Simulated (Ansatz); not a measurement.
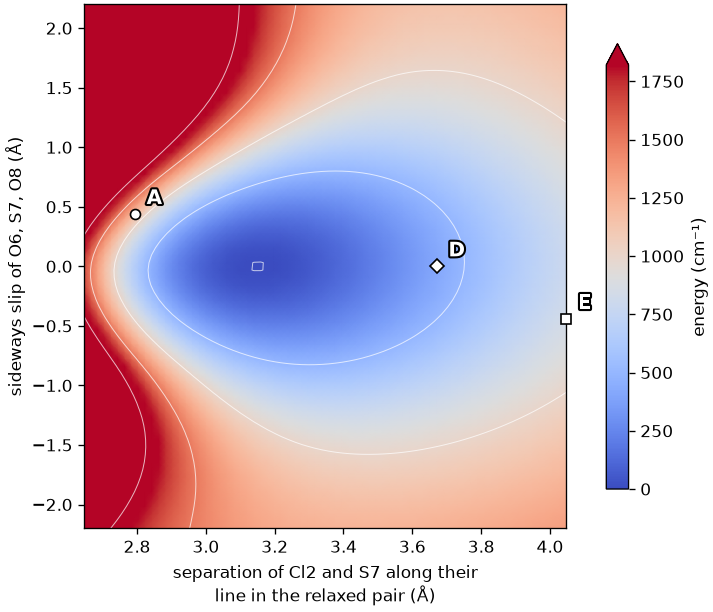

The pair ClH₃Si···O₂S. First axis: separation of Cl2 and S7 along their line in the relaxed pair. Second axis: sideways slip of O6, S7, O8. Nothing is relaxed (both partners rigid). The grid has 11 × 11 points. Points are written as (first, second). All energies are given in cm⁻¹ relative to the lowest grid point. These are results of Ansatz 0.2.0, RKS PBE-D4/def2-SVPD, not measurements.

The picture shows a smooth colour map with a few white contour lines, one colour for all values above the top of the scale, lettered points. Between grid points the surface is interpolated.

### Rank the lettered points by energy, lowest first.

D (413 cm⁻¹), E (841 cm⁻¹), A (1195 cm⁻¹).

### What kind of point is each of A, D: minimum, saddle, maximum or slope?

A: on a slope; D: on a slope. (In these two coordinates alone; a stationary point may lie a little off the grid point.)
